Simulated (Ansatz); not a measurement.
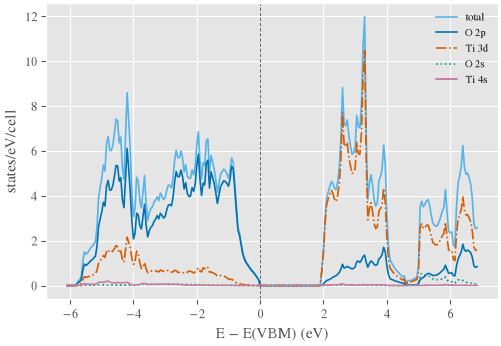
Figure: Total and projected density of states of TiO2 (rutile, P4_2/mnm), PBEsol in the plane-wave PAW code Ansatz

Which orbitals carry the states next to the gap?

Top 1 eV of the valence band: O 2p 94 %. Bottom 1 eV of the conduction band: Ti 3d 88 %, O 2p 10 %. Projections are on Löwdin-orthogonalised atomic valence shells; empty p or d shells of many metals are not among them.

Where is the tallest occupied peak in this window, and what makes it?

Near -4.2 eV, about 8.6 states/eV per cell; the largest projected share is O 2p.

The cell was relaxed with PBEsol under the symmetry of its start. The run is not spin-polarised.

Potentials: the later of the program's two PAW sets.
